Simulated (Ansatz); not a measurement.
## Electronic structure of C2H3F3Si (SMILES C=C[Si](F)(F)F) in real space

```xyz
9

C     0.1965   -1.4966    0.3527
C     0.3944   -0.2012    0.6257
F    -1.0435    0.4454   -1.7073
F     0.8970    2.0372   -1.0816
F    -1.2772    2.0920    0.2744
Si   -0.2582    1.1060   -0.4741
H     0.5819   -2.2893    1.0026
H    -0.3599   -1.8193   -0.5334
H     0.9574    0.0793    1.5238
```

Geometry: PBE0-D4/def2-SVP.

All numbers below come from isolated molecule in a Gaussian basis; Kohn-Sham density functional theory, functional PBE0 (Ansatz 0.2.0).

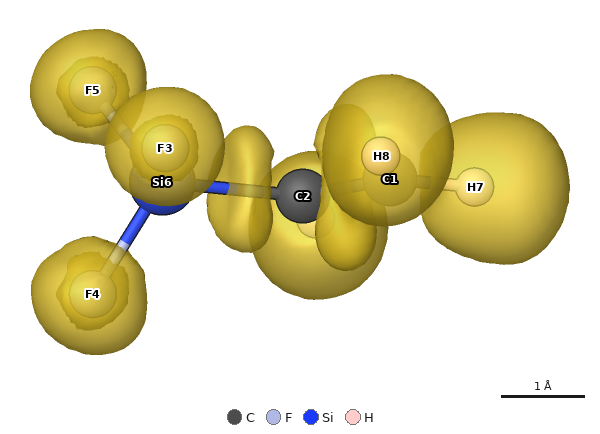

Figure 1. Isosurface of the electron localisation function at 0.8 (yellow), seen from one side. Core shells and regions of very low density are left out.

What do the ELF domains correspond to?

The surface consists of one region between bonded C–C atoms (shared pairs), one region between bonded C–Si atoms (shared pairs), three regions around hydrogen nuclei and three regions wrapped around F (its lone pairs, merged into a ring or cap). Profiles from the grid: C–C (1.34 Å): the ELF peaks at about 0.95 between the atoms; a short, multiple covalent bond. Si–F (1.60 Å): the ELF peaks at about 0.85 in the valence shell of F, 0.6 Å from its nucleus, and is about 0.50 at the midpoint.

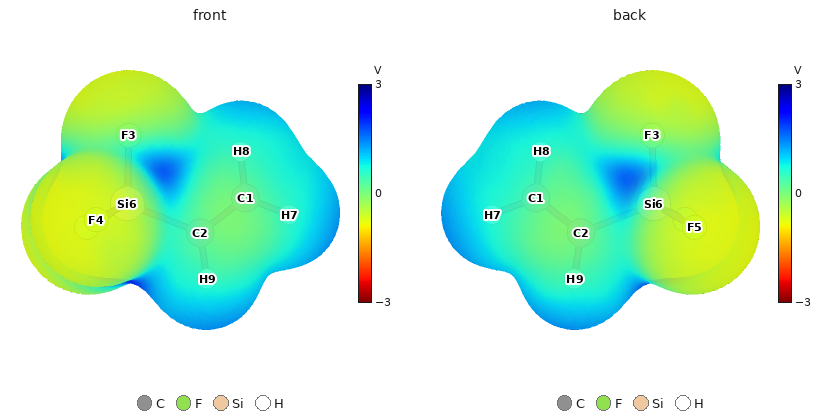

Figure 2. The molecular electrostatic potential painted on the density surface at 0.002 e/bohr³, seen from the front and from behind; the colour scale runs from red (negative) to blue (positive).

Which sites attract a positive test charge, and which a negative one?

A positive charge is drawn to the negative regions and a negative charge to the positive ones. The most negative region (about −0.8 V) lies over F4 and F5, the most positive (about +2.1 V) over Si6.

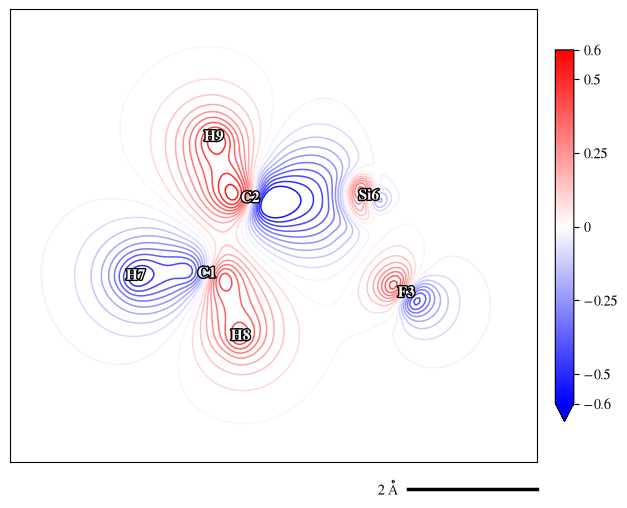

Figure 3. The HOMO−1 on the plane of atoms Si6, C2 and H9 (values in Å⁻³ᐟ²; the overall sign is arbitrary).

Describe this orbital and give its energy.

Its weight (Hirshfeld) is mainly on C2 (about 30 %), C1 (about 15 %), Si6 (about 15 %), H7 (about 10 %), H9 (about 10 %) and H8 (about 5 %). Its energy is −10.19 eV.
